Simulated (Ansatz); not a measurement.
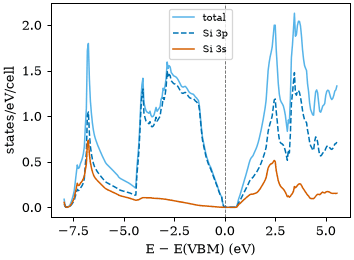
Total and projected density of states of Si (diamond, Fd-3m), plane-wave PAW PBE+D3(BJ) (Ansatz code)

Q: Which orbitals carry the states next to the gap?

A: Top 1 eV of the valence band: Si 3p 96 %. Bottom 1 eV of the conduction band: Si 3p 57 %, Si 3s 27 %, outside the projected shells 16 %. Projections are on Löwdin-orthogonalised atomic valence shells; empty p or d shells of many metals are not among them.

Q: Where is the tallest occupied peak in this window, and what makes it?

A: Near -6.8 eV, about 1.8 states/eV per cell; the largest projected share is Si 3p.

The cell was relaxed with PBE+D3(BJ) under the symmetry of its start.

Potentials: the later of the program's two PAW sets.
